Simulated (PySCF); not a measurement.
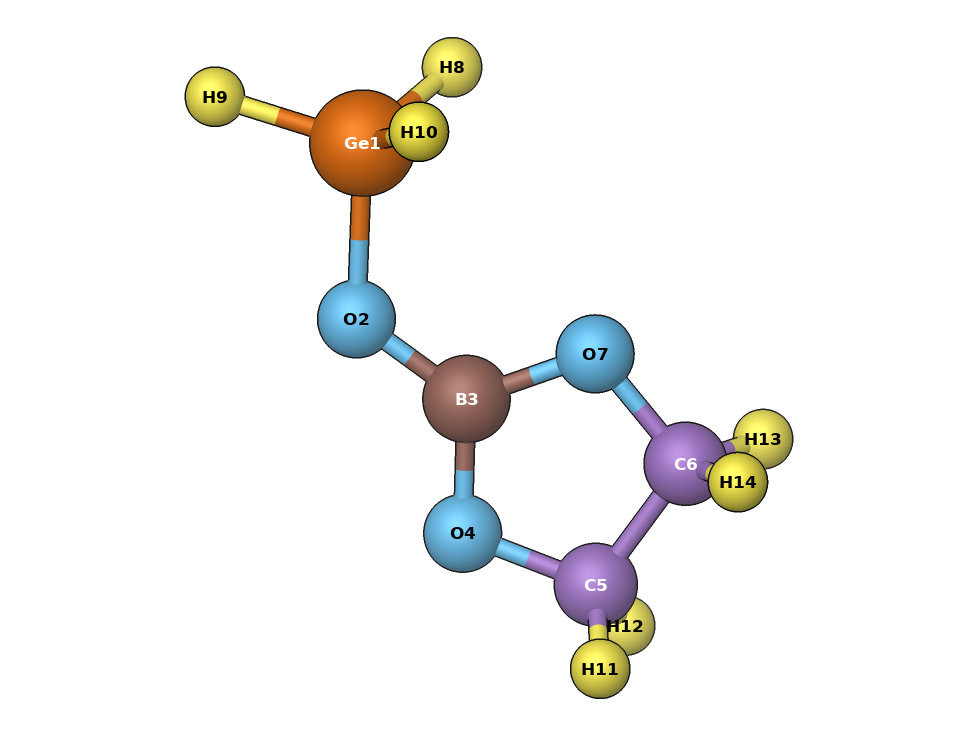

The geometry was computed by an optimisation with PBE0-D3(BJ)/def2-SVP. No frequency run is at hand to confirm it as a minimum. Method: delta-SCF UKS SCAN, pcX-2 on the ionised atom, pcseg-1 elsewhere, spin-free X2C (PySCF 2.14.0).

Give the core-electron binding energies (to vacuum) of O2 1s, B3 1s, O4 1s, C5 1s.

```json
{"atom": "O2", "level": "1s", "binding energy (eV)": "537.7"}
{"atom": "B3", "level": "1s", "binding energy (eV)": "197.6"}
{"atom": "O4", "level": "1s", "binding energy (eV)": "538.4"}
{"atom": "C5", "level": "1s", "binding energy (eV)": "292.5"}
```
